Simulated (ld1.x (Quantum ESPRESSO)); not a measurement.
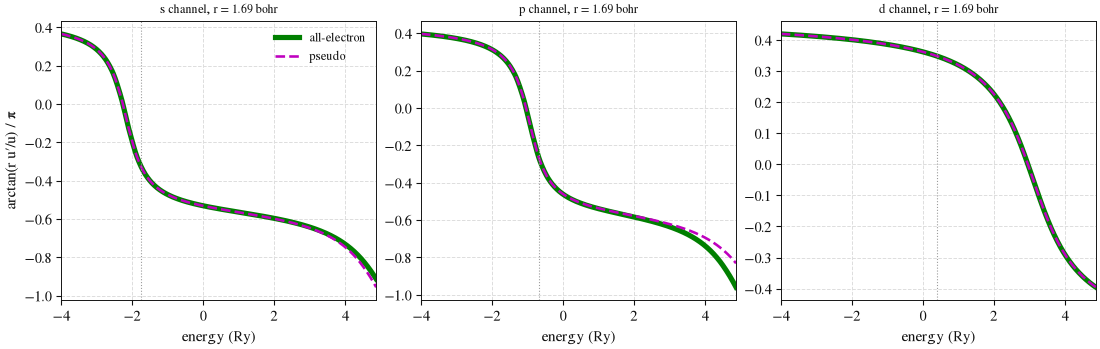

Unwrapped phase arctan(r u′/u) in units of π against energy, all-electron (solid) and pseudo (dashed); the pseudo phase is matched to the all-electron one at the reference energy. Here u = r R(r). The dotted line marks the reference energy of the channel.

Input of ld1.x (Quantum ESPRESSO) 7.5:

```
 &input
   title='O', zed=8., rel=0, dft='PZ', iswitch=3,
   config='[He] 2s2 2p4 3d-2',
   nld=3, rlderiv=1.70, eminld=-4.0, emaxld=5.0, deld=0.02
 /
 &inputp
   pseudotype=2, tm=.false., lloc=0,
   nlcc=.false.,
   file_pseudopw='O.UPF', file_wfcaegen='ae.wfc', file_wfcncgen='nc.wfc', file_beta='beta', file_chi='chi'
 /
3
2P  2  1   4.00   0.00  1.55  1.55  0.0
3D  3  2  -2.00   0.40  1.30  1.30  0.0
2S  1  0   2.00   0.00  1.00  1.00  0.0
 &test
   configts(1)='2s2 2p4'
 /
```

Command:
```bash
ld1.x < O.in > O.out
```

Functional and relativity: LDA (PZ), non-relativistic.

**Where are the poles, the energies at which the radial function vanishes at the test radius? (There the phase passes a half-integer multiple of π.)**

s: all-electron at -0.6 Ry, pseudo at -0.6 Ry; p: all-electron at 0.4 Ry, pseudo at 0.4 Ry; d: all-electron at no energy in the range, pseudo at no energy in the range.

**Does the potential have spurious states?**

The plot shows none: the two phases stay within 0.40 rad of each other in all channels drawn. The separate test gives: no ghost state below the valence levels in the p, d, s, f channels.

**Over which energies does the pseudo-atom scatter like the all-electron atom (phases within 0.05 rad)?**

s: up to about 4.0 Ry; p: up to about 3.1 Ry; d: over the whole range drawn.
